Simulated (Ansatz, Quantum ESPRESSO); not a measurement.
## MgS (F-43m): from Born charge to LO-TO splitting

Aim: work out the LO frequency and the static dielectric constant of MgS (F-43m) from one linear-response run, then check them.

Program: Quantum ESPRESSO 7.5. Level of theory: DFT LDA, scalar-relativistic, plane waves, GBRV ultrasoft pseudopotentials. Results are calculated unless marked as measured.

### 1. The relaxed structure

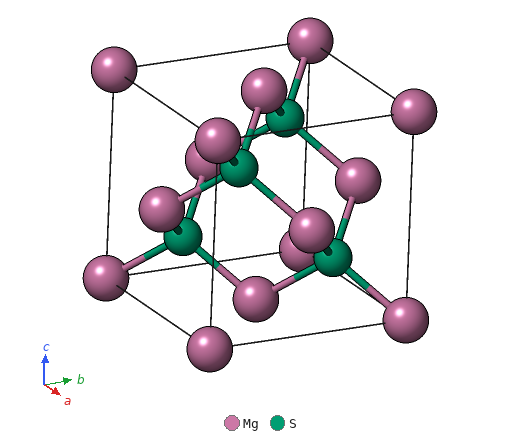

The starting structure, seen slightly off an axis (magnesium pink, sulfur teal). This picture shows the conventional cell, with its axes. Bonds to atoms that aren't drawn are left out. Some periodic images of atoms are drawn too.

As a file:

```
CELL_PARAMETERS angstrom
-2.79617 0.00000 2.79617
0.00000 2.79617 2.79617
-2.79617 2.79617 0.00000
ATOMIC_POSITIONS crystal
Mg 0.00000 0.00000 0.00000
S 0.75000 0.75000 0.75000
```

This is the cell after its relaxation at this level of theory, not the database cell from which that began.

### 2. What the response run gave

A linear-response run on the relaxed cell, with the response to an electric field; only its zone-centre results are used. Cutoff 45 Ry, k mesh 8×8×8.

Log:

```text
[banners, grids, parts of the stress and lines that vanish by symmetry left out]
Program PHONON v.7.5
     Reading xml data from directory:

[...]
Exchange-correlation= PZ
                           (   1   1   0   0   0   0   0)
[...]
(   8 q-points):
[...]
kinetic-energy cut-off    =      45.0000  Ry
     charge density cut-off    =     270.0000  Ry
     convergence threshold     =      1.0E-18
[...]
Exchange-correlation= PZ
                           (   1   1   0   0   0   0   0)
[...]
q = (   0.0000000   0.0000000   0.0000000 )
     25 Sym.Ops. (with q -> -q+G )
     G cutoff =  381.9094  (  22219 G-vectors)     FFT grid: ( 40, 40, 40)
     G cutoff =  254.6063  (  12039 G-vectors)  smooth grid: ( 32, 32, 32)
     number of k points=    29
[...]
Mode symmetry, T_d (-43m)  point group:
[...]
Dielectric constant
[...]
End of electric fields calculation
          Dielectric constant in cartesian axis
          (       4.211796352      -0.000000000      -0.000000000 )
          (      -0.000000000       4.211796352      -0.000000000 )
          (      -0.000000000      -0.000000000       4.211796352 )
          Effective charges (d Force / dE) in cartesian axis without acoustic sum rule applied (asr)
           atom    1  Mg    Mean Z*:        1.87132
      Ex  (        1.87132       -0.00000       -0.00000 )
      Ey  (        0.00000        1.87132        0.00000 )
      Ez  (       -0.00000        0.00000        1.87132 )
           atom    2  S     Mean Z*:       -1.87370
      Ex  (       -1.87370        0.00000       -0.00000 )
      Ey  (        0.00000       -1.87370       -0.00000 )
      Ez  (       -0.00000       -0.00000       -1.87370 )
          Effective charges Sum: Mean:       -0.00238
[...]
Effective charges (d Force / dE) in cartesian axis with asr applied:
           atom    1  Mg    Mean Z*:        1.87251
[...]
atom    2  S     Mean Z*:       -1.87251
[...]
Representation #   1 modes #   1   2   3
[...]
End of self-consistent calculation
     Convergence has been achieved
     Representation #   2 modes #   4   5   6
[...]
End of self-consistent calculation
     Convergence has been achieved
[...]
Dielectric constant in cartesian axis
          (       4.211796352      -0.000000000      -0.000000000 )
          (      -0.000000000       4.211796352      -0.000000000 )
          (      -0.000000000      -0.000000000       4.211796352 )
          Effective charges (d Force / dE) in cartesian axis without acoustic sum rule applied (asr)
[...]
Mode symmetry, C_s (m)     point group:
[...]
q = (    0.530330086  -0.176776695   0.530330086 )
[...]
Mode symmetry, C_s (m)     point group:
     freq (   1-   1) =        103.6  [cm-1]   --> A''
     freq (   2-   2) =        143.8  [cm-1]   --> A'
     freq (   3-   3) =        248.6  [cm-1]   --> A'
     freq (   4-   4) =        340.1  [cm-1]   --> A''
     freq (   5-   5) =        340.9  [cm-1]   --> A'
     freq (   6-   6) =        354.1  [cm-1]   --> A'
[...]
Mode symmetry, C_s (m)     point group:
[...]
q = (    0.353553391   0.000000000   0.353553391 )
[...]
Mode symmetry, C_s (m)     point group:
     freq (   1-   1) =         85.8  [cm-1]   --> A''
     freq (   2-   2) =        145.5  [cm-1]   --> A'
     freq (   3-   3) =        220.4  [cm-1]   --> A'
     freq (   4-   4) =        339.8  [cm-1]   --> A''
     freq (   5-   5) =        344.5  [cm-1]   --> A'
     freq (   6-   6) =        364.0  [cm-1]   --> A'
[...]
Mode symmetry, D_2d (-42m) point group:
[...]
Representation #   3 modes #   3   4
[...]
Convergence has been achieved
     Representation #   4 modes #   5   6
[...]
Convergence has been achieved
[...]
q = (    0.000000000  -0.707106781   0.000000000 )
[...]
freq (    5) =      10.196734 [THz] =     340.126429 [cm-1]
     freq (    6) =      10.397198 [THz] =     346.813188 [cm-1]
[...]
Mode symmetry, D_2d (-42m) point group:
     freq (   1-   2) =        117.3  [cm-1]   --> E    X_5  W_3
     freq (   3-   3) =        286.4  [cm-1]   --> A_1  X_1  W_1
     freq (   4-   5) =        340.1  [cm-1]   --> E    X_5  W_3
     freq (   6-   6) =        346.8  [cm-1]   --> B_2  X_3  W_2
[...]
Mode symmetry, S_4 (-4)    point group:
[...]
Convergence has been achieved
[...]
Convergence has been achieved
[...]
Convergence has been achieved
[...]
Convergence has been achieved
     Representation #   5 mode #   5
[...]
End of self-consistent calculation
     Convergence has been achieved
     Representation #   6 mode #   6
[...]
End of self-consistent calculation
     Convergence has been achieved
[...]
q = (   -0.353553391  -0.707106781   0.000000000 )
[...]
freq (    1) =       4.252656 [THz] =     141.853342 [cm-1]
     freq (    2) =       4.724451 [THz] =     157.590711 [cm-1]
     freq (    3) =       8.081984 [THz] =     269.585964 [cm-1]
     freq (    4) =       9.355688 [THz] =     312.072159 [cm-1]
     freq (    5) =      10.308805 [THz] =     343.864721 [cm-1]
     freq (    6) =      10.452758 [THz] =     348.666467 [cm-1]
[...]
Mode symmetry, S_4 (-4)    point group:
     freq (   1-   1) =        141.9  [cm-1]   --> B    W_3
     freq (   2-   2) =        157.6  [cm-1]   --> E    W_4
     freq (   3-   3) =        269.6  [cm-1]   --> A    W_1
     freq (   4-   4) =        312.1  [cm-1]   --> E*   W_2
     freq (   5-   5) =        343.9  [cm-1]   --> E    W_4
     freq (   6-   6) =        348.7  [cm-1]   --> B    W_3

   JOB DONE.
```

| quantity | value |
| --- | --- |
| cell volume Ω (Å³) | 43.724 |
| mass of Mg (u) | 24.305 |
| mass of S (u) | 32.060 |
| Born charge of Mg, raw (e) | 1.871 |
| Born charge of S, raw (e) | -1.874 |
| ε∞ | 4.212 |
| ω(TO) after the sum rule (cm⁻¹) | 344.1 |

### 3. The calculation

The charges must sum to zero over the cell; taking off their mean, -0.001 e, leaves Z* = 1.873 e on Mg. In the polar mode Mg moves against S, so the reduced mass is μ = 24.30 × 32.06 / 56.37 = 13.825 u.

A longitudinal wave builds up a field that adds to the restoring force: ω(LO)² = ω(TO)² + 4π Z*² / (μ Ω ε∞), in Hartree atomic units. With μ = 25201 electron masses and Ω = 295.07 bohr³ the second term is 1.4069e-06 Ha², or 67768 cm⁻² (1 Ha = 219474.6 cm⁻¹).

So ω(LO) = √(118391 + 67768) = 431.5 cm⁻¹, and by the Lyddane-Sachs-Teller relation ε₀ = ε∞ (ω(LO)/ω(TO))² = 6.62.

### 4. Check against the program

The analysis program adds the same non-analytic term to the full matrix, here for q along (1 0 0).

Log:

```text
[banner, memory and clock lines left out]
Program DYNMAT v.7.5

     Reading Dynamical Matrix from file x.dyn1
     ...Force constants read
     ...epsilon and Z* read

     Polarizability (A^3 units)
     multiply by 0.482952 for Clausius-Mossotti correction
        11.175349   -0.000000   -0.000000
        -0.000000   11.175349   -0.000000
        -0.000000   -0.000000   11.175349

     IR activities are in (D/A)^2/amu units

# mode   [cm-1]    [THz]      IR
    1     -0.00   -0.0000    0.0000
    2     -0.00   -0.0000    0.0000
    3     -0.00   -0.0000    0.0000
    4    344.08   10.3152    5.8515
    5    344.08   10.3152    5.8515
    6    431.46   12.9349    5.8515
```

ε₀ comes from the program's run without a direction of q.

| quantity | by hand | program |
| --- | --- | --- |
| ω(LO) (cm⁻¹) | 431.5 | 431.5 |
| ε₀ | 6.62 | 6.62 |

### 5. Results

```yaml
to_mode: 344.1 cm⁻¹
lo_mode: 431.5 cm⁻¹
static_dielectric_constant: 6.623
```

What this shows: The LO mode of MgS (F-43m) lies at 431 cm⁻¹, 87 cm⁻¹ above the TO mode; the formula meets the program within 0.1 cm⁻¹, as it must for a cubic crystal with one polar mode. ω(LO)² − ω(TO)² goes with Z*²/ε∞: an error of 5 % in ε∞ would move the LO mode by 3.8 cm⁻¹, and semilocal functionals tend to overestimate ε∞. The acoustic modes of the response miss zero by 12 cm⁻¹, a numerical error that can touch the optical modes as well. These are harmonic values at zero temperature, at the volume of this functional, for the structure held cubic; stability elsewhere in the zone is no part of this calculation.

[Host names and launcher messages were left out of these logs when they were recorded.]

[Logs are printed without paths, hosts, clocks, repeated set-up lines and the standing remarks that a program may print on its own settings, such as how far it seeks lower states.]

[Hosts, paths, dates, database ids (printed as entryN), source tags and the programs' standing remarks are cut or masked in the printed files.]
